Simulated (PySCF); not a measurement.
C2H9GaO2, singlet at its CAM-B3LYP/def2-SVP optimised geometry (Å):

```
14

Ga    -0.0371    -0.0434     0.0000
C     -1.2867     1.4724     0.0000
H     -1.2077     2.0323    -0.9449
H     -1.0869     2.1816     0.8179
H     -2.3256     1.1194     0.0852
C      1.9274    -0.0434     0.0000
H      2.3256     0.6992     0.7075
H      2.3205     0.2067    -0.9979
H      2.3229    -1.0304     0.2822
O     -0.8410    -1.5838    -0.6709
H     -0.3026    -2.1816    -1.1997
O     -0.6451    -1.1153     1.7791
H     -0.9604    -1.7492     1.0785
H     -1.4355    -0.7624     2.2101
```

Method: CAM-B3LYP/def2-TZVP (PySCF). Cells within 0.4 Å of a nucleus heavier than hydrogen are left out (blank, or x).

Map of the HOMO amplitude (bohr^(-3/2)), clipped to [-0.25, 0.25] on the plane z = 0.0 Å; orbital energy -8.69 eV, overall sign arbitrary:

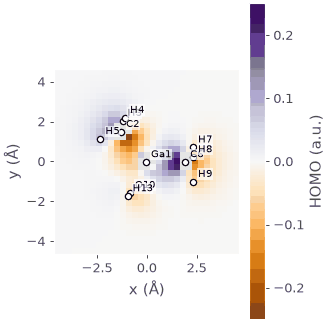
Figure. HOMO amplitude (bohr^(-3/2)), clipped to [-0.25, 0.25] on the plane z = 0.0 Å.
